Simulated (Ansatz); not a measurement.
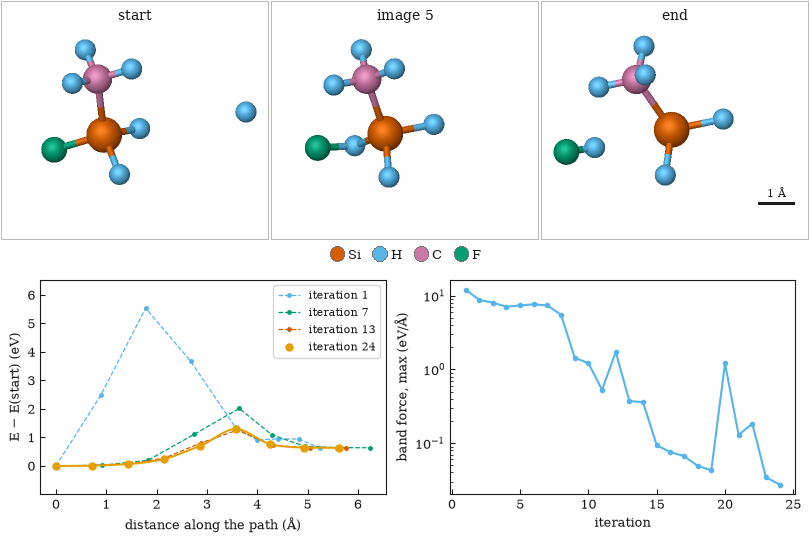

A nudged-elastic-band calculation for CH6FSi (multiplicity 2), made up at the start of CH5FSi and H. Images are numbered from 0 (start) to 8 (end). The plot follows the band through its iterations. Style: ball-and-stick. Shown at a tilt.

These are results of Ansatz 0.2.0, UKS revPBE/6-31G*, not measurements. Run with 7 movable images; climbing image; force threshold 0.03 eV/Å; iteration limit 60; spring constant 50.0 eV/Å²; starting path through a guess of the saddle point.

**Did the band converge, and can the barrier be trusted?**

The run is converged, with reservations. The band converged in 24 iterations. The largest component of the band force went from 12 to 0.027 eV/Å. The climbing image converged on the top of the path. Its curvatures weren't checked. The spring constant is far from the usual few eV/Å², which spoils the spacing or the steps. The first iteration put the highest image at 5.54 eV. The energy climbs by 1.30 eV to image 5 and then falls by 0.66 eV, so the end point sits at +0.64 eV.

Limits of the set-up: the start holds two separate molecules, 3.5 Å apart at their closest, whose relative position is a soft coordinate and is computed without a dispersion correction.
